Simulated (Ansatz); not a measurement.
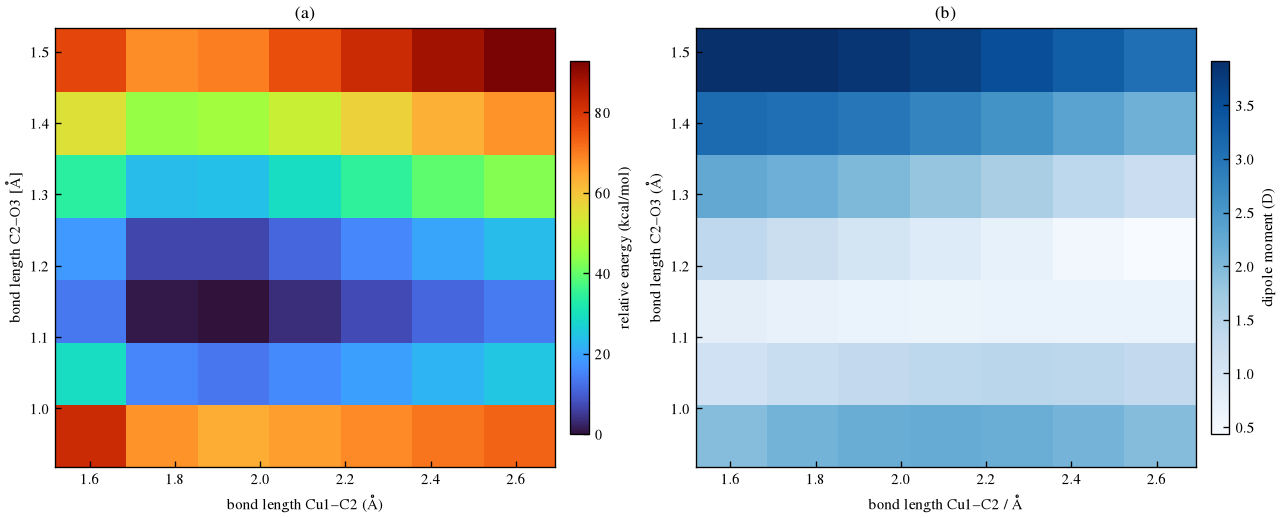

Cu(CO), spin multiplicity 2. Coordinates scanned: (1) bond length Cu1–C2; (2) bond length C2–O3. Nothing is relaxed (all other coordinates rigid). The scan uses a 7 × 7 grid. Energies are in kcal/mol, from the lowest grid point. All numbers below come from UKS r2SCAN-D4/def2-TZVP (Ansatz).

Panel (a) is the energy; panel (b) is the computed dipole moment, in D.

The picture shows one coloured cell a grid point.

> How does the dipole moment vary over the map, and what is it at the lowest grid point?

Leaving out the highest fifth of the energies, it runs from 0.43 D at bond length Cu1–C2 = 2.608 Å, bond length C2–O3 = 1.225 Å to 3.91 D at bond length Cu1–C2 = 1.769 Å, bond length C2–O3 = 1.489 Å. At the lowest grid point, bond length Cu1–C2 = 1.937 Å, bond length C2–O3 = 1.137 Å, it is 0.65 D.
